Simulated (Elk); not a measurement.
# Fixed-spin-moment curve of Nickel, part 2 of 2

Aim: the energy of Nickel as a function of its total spin moment.

Elk 11.2.3 (patched build); LDA (Perdew-Wang); all-electron APW+lo, Dirac cores, scalar-relativistic bands.

So far, magnetization (μB): step 2 (the free run) 0.590.

## (3) Moment fixed at 0.51 μB

Holding the total moment away from its free value maps the energy around and beyond the minimum.

A uniform field is adjusted until the total moment meets the target; the run goes on from the state before.

File elk.in:

```
tasks
  1

xctype
  3

rgkmax
  7.0

nempty
  10

swidth
  0.003

reducebf
  0.5

epsengy
  1e-05

maxscl
  120

spinpol
  .true.

fsmtype
  1

momfix
  0.000000 0.000000 0.510000

taufsm
  0.01

sppath
  './'

avec
  0.00000000000 3.32957459939 3.32957459939
  3.32957459939 0.00000000000 3.32957459939
  3.32957459939 3.32957459939 0.00000000000

atoms
  1
  'Ni.in'
  1
  0.0000000000 0.0000000000 0.0000000000   0.000000 0.000000 -0.000050

ngridk
  16 16 16
```

Command:

```
$ OMP_NUM_THREADS=4 elk
```

Numbers of over 12 decimals in the logs are rounded to 6 here.

Log:

```text
Warning(init1): few empty states an atom for a second variation :    10.00000000
 they are its basis, with spin, DFT+U, afieldc (12 by default), in Hartree-Fock and RDMFT; 30 and more for pressures
Warning(gndstate): core states of species 1 leak from the muffin-tin :   0.4221015654E-03

--- INFO.OUT ---
┌─────────────────────────┐
│ Elk code version 11.2.3 │
└─────────────────────────┘

All units are atomic (Hartree, Bohr, etc.)

┌──────────────────────────────────────────┐
│ Ground-state run resuming from STATE.OUT │
└──────────────────────────────────────────┘

Lattice vectors :
   0.000000000       3.329574599       3.329574599
   3.329574599       0.000000000       3.329574599
   3.329574599       3.329574599       0.000000000

Species : 1 (Ni)
 muffin-tin radius :    2.329364778
 atomic positions (lattice), magnetic fields (Cartesian) :
  1 :   0.00000000  0.00000000  0.00000000    0.00000000  0.00000000  0.00000000

Total number of atoms per unit cell :    1
Total muffin-tin volume :    52.94209487
 ratio of muffin-tin to unit cell volume :   0.7171415360

Spin treatment :
 spin-polarised
 global magnetic field (Cartesian) :    0.000000000       0.000000000       0.000000000
 collinear magnetisation in z-direction
 fixed spin moment (FSM) calculation, type :    1
  fixing total moment to (Cartesian) :
     0.000000000       0.000000000      0.5100000000

Number of Bravais lattice symmetries :   48
Number of crystal symmetries         :   48
Crystal has inversion symmetry
Real symmetric eigensolver will be used

k-point grid :     16    16    16
k-point offset :    0.000000000       0.000000000       0.000000000
k-point set is reduced with full crystal symmetry group
Total number of k-points :      145

Muffin-tin radius times maximum |G+k| :    7.000000000
 using average radius
Maximum |G+k| for APW functions       :    3.005111122
Maximum (1/2)|G+k|²                   :    4.515346427
Maximum |G| for potential and density :    12.00000000
Constant for pseudocharge density :    7
 order of it for each species :   14
 order of it for pair densities of each species (exact exchange by exxq0 0: 14) :   10
Radial integration step length :    1

G-vector grid sizes :     18    18    18
Number of G-vectors :     2109

Maximum angular momentum used for
 APW functions            :    8
 outer part of muffin-tin :    6

Number of empty states         :     10
Total number of valence states :     38
Total number of core states    :     12

Third-order local-orbitals added for an l without core states : T
Total number of local-orbitals :     22

Exchange-correlation functional :      3     0     0
 Perdew-Wang/Ceperley-Alder, Phys. Rev. B 45, 13244 (1992)
 gradient requirement :    0
 local density approximation (LDA)

Smearing type :    3
 Fermi-Dirac
Smearing width :   0.3000000000E-02
Effective electronic temperature (K) :    947.3250744

Mixing type :    1
 Adaptive linear mixing

Potential read in from STATE.OUT

┌──────────────────────────────┐
│ Self-consistent loop started │
└──────────────────────────────┘

[... earlier loops left out ...]

┌──────────────────┐
│ Loop number : 37 │
└──────────────────┘

Energies :
 Fermi                       :     0.257454
 sum of occupied eigenvalues :     -872.27673782591
 electron kinetic            :      1541.8304977358
 core electron kinetic       :      1382.8397171214
 Coulomb                     :     -2999.1124228827
 Coulomb potential           :     -2333.2046720113
 nuclear-nuclear             :     -269.89422819822
 electron-nuclear            :     -3136.1560632179
 Hartree                     :      406.93786853336
 Madelung                    :     -1832.5100868771
 xc potential                :     -80.897763634749
 xc effective B-field        :    -0.62671632246688E-02
 external B-field            :      0.000000
 exchange                    :     -58.654307974724
 correlation                 :     -2.454590
 electron entropic           :    -0.16324437016264E-02
 total energy                :     -1518.3924554776
 (external B-field energy excluded from total)

Density of states at Fermi energy :    54.66039135
 (states/Hartree/unit cell)

Estimated indirect band gap :   0.4339016601E-03
 from k-point 71 to k-point 41
Estimated direct band gap   :   0.1814228347E-02
 at k-point 71

Charges :
 core                        :    12.00000000
 valence                     :    16.00000000
 interstitial                :   0.7711420741
 muffin-tins (core leakage)
  species : 1 (Ni)
   atom 1                    :    27.22885793     (  0.4221015654E-03)
 total in muffin-tins        :    27.22885793
 total calculated charge     :    27.99904034
 total charge                :    28.00000000
 error                       :   0.9596642439E-03

Moments :
 interstitial                :  -0.1825097523E-01
 muffin-tins
  species : 1 (Ni)
   atom 1                    :   0.5283483108
 total in muffin-tins        :   0.5283483108
 total moment                :   0.5100973356

FSM global effective field   :   0.2877060822E-02

┌──────────────────────────────┐
│ Self-consistent loop stopped │
└──────────────────────────────┘

Warning : core states of species 1 leak from the muffin-tin :   0.4221015654E-03

Wrote STATE.OUT
```

Elapsed: 26 s, on 4 threads of Arm Neoverse V2, shared host; peak memory 0.07 GiB.

Read from the output:

| Quantity | Value |
| --- | --- |
| magnetization | 0.5101 μB |

It lies 3.82 meV a cell above the free run.

## (4) Moment fixed at 0.34 μB

elk.in: that of step 3 with these lines changed.

```diff
@@ -31,3 +31,3 @@
 momfix
-  0.000000 0.000000 0.510000
+  0.000000 0.000000 0.340000
```

Command:

```
$ OMP_NUM_THREADS=4 elk
```

Log:

```text
Warning(init1): few empty states an atom for a second variation :    10.00000000
 they are its basis, with spin, DFT+U, afieldc (12 by default), in Hartree-Fock and RDMFT; 30 and more for pressures
Warning(gndstate): core states of species 1 leak from the muffin-tin :   0.4221691603E-03

--- INFO.OUT ---
┌─────────────────────────┐
│ Elk code version 11.2.3 │
└─────────────────────────┘

All units are atomic (Hartree, Bohr, etc.)

┌──────────────────────────────────────────┐
│ Ground-state run resuming from STATE.OUT │
[...]
total calculated charge     :    27.99904021
 total charge                :    28.00000000
 error                       :   0.9597939980E-03

Moments :
 interstitial                :  -0.1276503551E-01
 muffin-tins
  species : 1 (Ni)
   atom 1                    :   0.3527940638
 total in muffin-tins        :   0.3527940638
 total moment                :   0.3400290283

FSM global effective field   :   0.2915292698E-02

┌──────────────────────────────┐
│ Self-consistent loop stopped │
└──────────────────────────────┘

Warning : core states of species 1 leak from the muffin-tin :   0.4221691603E-03

Wrote STATE.OUT

[key lines of the parts left out:]
total energy                :     -1518.3919227288
```

It took 30 s on 4 threads; peak memory 0.07 GiB; 1.8 min of CPU time.

Read from the output:

| Item | Value |
| --- | --- |
| magnetization | 0.3400 μB |

It lies 18.3 meV a cell above the free run.

## (5) Moment fixed at 1.19 μB

elk.in: that of step 4 with these lines changed.

```diff
@@ -31,3 +31,3 @@
 momfix
-  0.000000 0.000000 0.340000
+  0.000000 0.000000 1.190000
```

Command:

```
$ OMP_NUM_THREADS=4 elk
```

Log:

```text
Warning(init1): few empty states an atom for a second variation :    10.00000000
 they are its basis, with spin, DFT+U, afieldc (12 by default), in Hartree-Fock and RDMFT; 30 and more for pressures
Warning(gndstate): core states of species 1 leak from the muffin-tin :   0.4166308552E-03

--- INFO.OUT ---
┌─────────────────────────┐
│ Elk code version 11.2.3 │
└─────────────────────────┘

All units are atomic (Hartree, Bohr, etc.)

┌──────────────────────────────────────────┐
│ Ground-state run resuming from STATE.OUT │
[...]
total calculated charge     :    27.99903062
 total charge                :    28.00000000
 error                       :   0.9693799403E-03

Moments :
 interstitial                :   0.1311338696E-01
 muffin-tins
  species : 1 (Ni)
   atom 1                    :    1.176843396
 total in muffin-tins        :    1.176843396
 total moment                :    1.189956783

FSM global effective field   :  -0.3425488781E-01

┌──────────────────────────────┐
│ Self-consistent loop stopped │
└──────────────────────────────┘

Warning : core states of species 1 leak from the muffin-tin :   0.4166308552E-03

Wrote STATE.OUT

[key lines of the parts left out:]
total energy                :     -1518.3838374686
```

Elapsed: 41 s, on 4 threads; peak memory 0.07 GiB; 2.5 min of CPU time.

This step gave:

```
magnetization : 1.190 μB
```

It lies 238 meV a cell above the free run.

## (6) All moments

In all 8 moments were held (0, 0.17, 0.34, 0.51, 0.68, 0.85, 1.02, 1.19 μB), each run going on from a saved state. The curve holds those that converged and the free run; sizes are given without sign.

Table of energy over the lowest by total spin moment:

```csv
total spin moment (μB a cell),energy over the lowest (meV a cell)
0.000,32.7
0.170,29.0
0.340,18.3
0.510,3.82
0.590,0
0.680,4.61
0.850,35.8
1.020,112
1.190,238
```

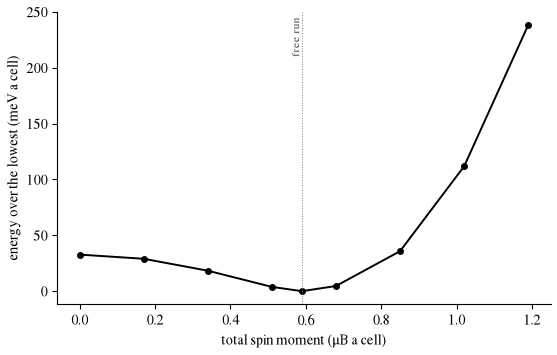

Energy over the lowest against total spin moment.

Table of slope dE/dM read from the holding field by total spin moment:

```csv
total spin moment (μB a cell),slope dE/dM read from the holding field (meV/μB)
0.000,0.0525
0.170,-43.5
0.340,-79.3
0.510,-78.3
0.680,87.5
0.850,332
1.020,562
1.190,932
```

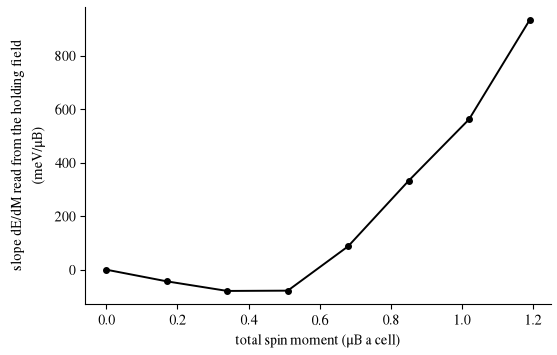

Slope dE/dM read from the holding field against total spin moment.

## (7) Outcome

```yaml
moment_of_the_free_run: 0.590 μB a cell
moment_of_the_lowest_point: 0.590 μB a cell
energy_at_zero_total_moment: 32.7 meV a cell over the lowest
```

In words: The curve is lowest at 0.590 μB a cell and has risen by 238 meV at 1.19 μB. No other minimum shows on the points computed. The parallel moment gains 33 meV a cell against zero total moment. The field's energy is not in the curve.

[Logs and program files are shortened in this print: banners, set-up blocks, solver, clock and traceback lines can be left out without a mark of their own.]

[Logs are printed without paths, hosts, clocks, repeated set-up lines and the standing remarks that a program may print on its own settings, such as how far it seeks lower states.]

[Hosts, paths, dates, database ids (printed as entryN), source tags and the programs' standing remarks are cut or masked in the printed files.]

[Where a cell is said to come from a database of computed structures, the database is the Materials Project.]
